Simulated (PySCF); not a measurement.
```csv
atom,x (Å),y (Å),z (Å)
C,2.6222,-1.2335,1.1282
O,1.8589,-0.2647,0.6079
C,0.4313,-0.4045,0.8330
Si,-0.3705,0.9777,-0.0293
C,-1.4585,-0.3336,-0.9009
C,-2.9315,-0.4433,-0.4220
Si,-0.1885,-1.8165,-0.5094
H,3.6493,-1.1300,0.7951
H,2.3035,-2.3415,0.9672
H,2.8454,-1.0764,2.1304
H,0.2639,-0.5669,1.8941
H,-1.3060,2.0424,0.7474
H,0.0589,1.9047,-1.1152
H,-1.3551,-0.1189,-2.0121
H,-2.9025,-0.9677,0.5381
H,-3.4099,0.5554,-0.4409
H,-3.6088,-0.9140,-1.1364
H,0.5140,-2.0366,-1.8232
H,-0.8810,-2.9833,0.0573
```

Geometry: GFN2-xTB, MD frame at 250 fs, 600 K.

These are results of PBE0/pcSseg-1, SCF density, gas phase, non-relativistic in PySCF, not measurements.

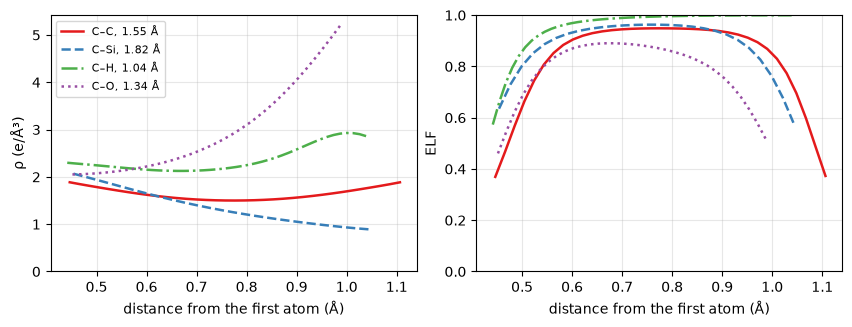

C4H12OSi2. Total electron density and electron localisation function along straight lines between neighbouring atoms. The curves leave out the atomic cores.

What kind of bonding do the profiles show?

Answer. C–C (1.55 Å): ρ at the midpoint is about 1.5 e/Å³; the ELF peaks at about 0.95 between the atoms; a covalent bond.
C–Si (1.82 Å): ρ is about 1 e/Å³ halfway; the ELF peaks at about 0.95 between the atoms; localised, covalent bonding.
C–H (1.04 Å): ρ at the midpoint is about 2.2 e/Å³; the ELF climbs to about 1 towards the hydrogen, as it does in any bond to H; a covalent bond by its length.
C–O (1.34 Å): the density is about 2.4 e/Å³ at the midpoint; the ELF peaks at about 0.90 between the atoms; a polar covalent bond.
